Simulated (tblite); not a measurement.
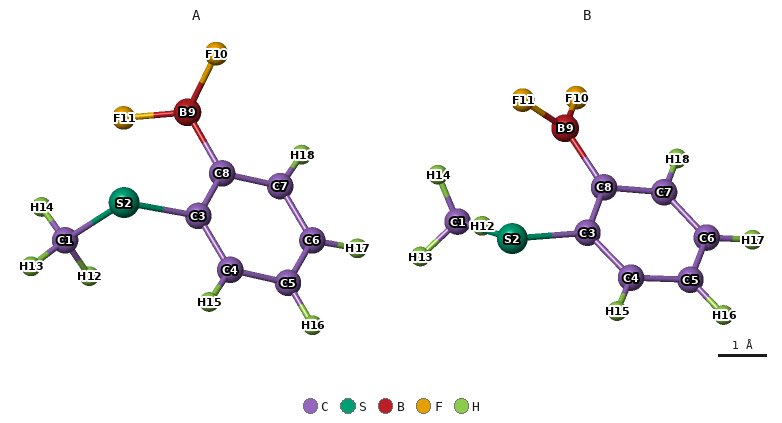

Two geometries of C₇H₇BF₂S, drawn at one scale. One is the start of a relaxation, the other its converged end. Style: ball-and-stick. Shown at a tilt.

Computed with GFN2-xTB geometry optimisation, gas phase (tblite 0.8.0). 

Which geometry has the lower energy?

Structure B is the relaxed one. The largest move after the best rigid fit is that of F10, 1.87 Å. Largest moves by element: F 1.87 Å, H 1.20 Å, S 0.77 Å, C 0.47 Å, B 0.45 Å. Among the contacts that change: B9–F10 1.457 → 1.324 Å, B9–F11 1.434 → 1.321 Å, C1–H12 1.125 → 1.085 Å, S2–C3 1.793 → 1.768 Å. Among the angles between lasting bonds that change: F10–B9–F11 124.2° → 112.9°, C8–B9–F11 117.8° → 125.8°, C8–B9–F10 115.9° → 121.1°. Groups turn about C8–B9 by about 85°, S2–C3 by about 50°. Over 225 geometry steps the energy falls by 23.3 kcal/mol.
